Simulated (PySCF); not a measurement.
## A study: Cl2H2O2Ti, SMILES `O[Ti](O)(Cl)Cl`

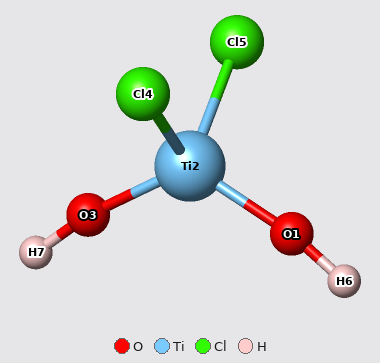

The molecule, with its atoms numbered as below. No frequency check shows the geometry to be a minimum.

Coordinates in Å:

```
O1      -0.0000   -1.2108   -1.4760
Ti2     -0.0001   -0.4091    0.0001
O3       0.0000   -1.2111    1.4757
Cl4      1.6613    0.9402    0.0000
Cl5     -1.6612    0.9403    0.0000
H6      -0.0001   -1.7960   -2.2356
H7       0.0001   -1.7964    2.2351
```

Part 1: Bonding charge

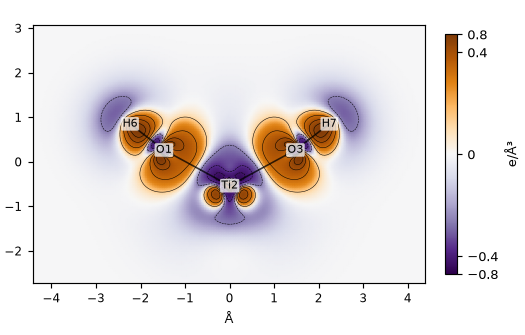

Deformation density (molecule less spherical, spin-averaged free atoms) in the plane of O1, Ti2, O3, H6 and H7; colour scale in e/Å³, logarithmic beyond ±0.1; orange: gain, purple: loss.

Level of theory: B3LYP/def2-SVPD (PySCF), at a geometry from GFN2-xTB. This is a single-reference result, which may miss multireference character in this system.

How much density has each bond in this plane gained at its critical point, relative to the free atoms?

Answer. O1–H6 and O3–H7: +0.77 e/Å³ at the bond critical point (bond length 0.96 Å). Ti2–O3 and O1–Ti2: +0.04 e/Å³ at the bond critical point (bond length 1.68 Å); up to 0.6 Å beside the axis the gain reaches +0.26 e/Å³. In all, 1.7 electrons gather in the regions of gain relative to the promolecule. A small or negative value marks a very polar bond, one between electron-rich atoms, whose free-atom densities already overlap strongly, a long bond to a heavier atom, or a closed-shell contact such as a hydrogen bond.

Where do the Hirshfeld charges lie?

Answer. The highest Hirshfeld charge is on Ti2 (+0.56 e), the lowest on O1 and O3 (−0.31 e).

Part 2: Bond critical points

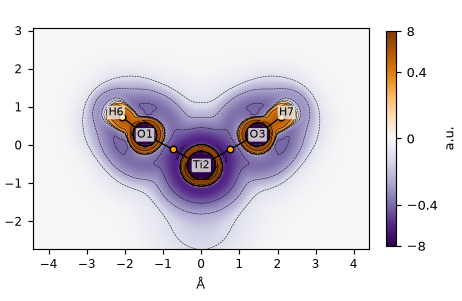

Negative Laplacian of the density (−∇²ρ) in the plane of O1, Ti2, O3, H6 and H7 (orange positive, purple negative, colour scale in a.u., logarithmic beyond ±0.04), with bond paths and bond critical points (dots).

At which bond critical points in this plane is charge locally concentrated, and at which depleted?

Answer. Concentrated (∇²ρ < 0): O1–H6 and O3–H7 (−2.32 a.u.). Depleted (∇²ρ > 0): Ti2–O3 and O1–Ti2 (+1.09 a.u., H = −0.076). A positive Laplacian with negative H is typical of metal–ligand bonds.

Where along O1–H6 does the critical point lie?

Answer. 0.78 Å from O1 and 0.18 Å from H6.

Part 3: Local ionisation energy

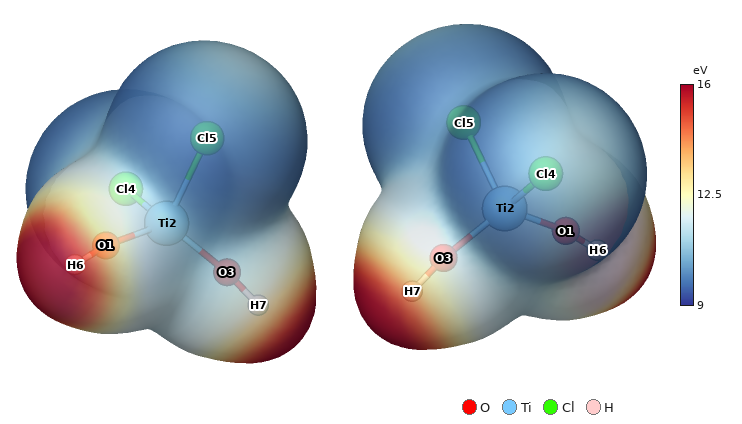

Average local ionisation energy on the surface of electron density 0.001 a.u. (back view left, front view right).

Locate the minima of the map.

Answer. The lowest value is 9.6 eV, 2.1 Å from Cl4, and at like points elsewhere. Further minima include 9.7 eV, 2.1 Å from Cl5, and at like points elsewhere. For comparison, the highest occupied orbital lies at −8.4 eV.

What volume does the surface enclose, and what is the dipole moment?

Answer. About 124 Å³; the dipole moment is 4.3 D.

Part 4: In an electric field

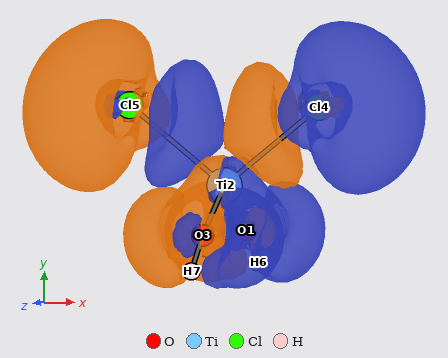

Change of the electron density in a uniform field of 0.21 V/Å, surfaces at ±0.001 e/Å³ (orange: gain, blue: loss).

PySCF calculation, B3LYP/def2-SVPD, gas phase; geometry: GFN2-xTB. This is a single-reference result, which may miss multireference character in this system.

Along which Cartesian direction does the field point?

Answer. Along +x: electrons gather on the −x side, against the field.

What dipole is induced, and what polarisability does it imply?

Answer. The induced dipole is 0.79 D (along the field); α along this axis, from the fields in both directions, is 78 bohr³ (11.6 Å³).

Which atoms gain and lose the most charge?

Answer. Electrons gather most on Cl5 (Hirshfeld charge changes by −0.023 e) and leave Cl4 most (+0.024 e); 0.057 electrons are displaced in all.

Part 5: Removing or adding an electron

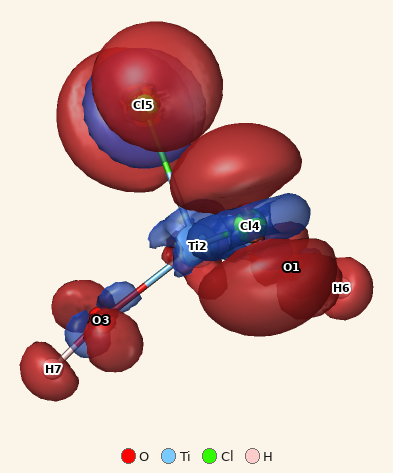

Fukui function f⁻ = ρ(N) − ρ(N−1) at fixed geometry, surfaces at ±0.02 e/Å³ (red positive, blue negative).

On which atoms does the density change most on removal of an electron?

Answer. f⁻ (Hirshfeld-condensed) is largest on Cl4 and Cl5 (0.35 each); the vertical ionisation energy is 10.67 eV (the stability of the cation's solution wasn't checked). Condensed values hint at sites of electrophilic attack but needn't mark the atom that reacts. Orbital relaxation makes it negative in places (0.19 e in all).

```csv
atom,f⁻,charge
O1,+0.06,−0.31
Ti2,+0.10,+0.56
O3,+0.06,−0.31
Cl4,+0.35,−0.17
Cl5,+0.35,−0.17
H6,+0.04,+0.20
H7,+0.04,+0.20
```

The PySCF runs shown took 11 s, 25 s and 30 s on 1 thread of Intel(R) Xeon(R) 6975P-C (Granite Rapids) (shared host).
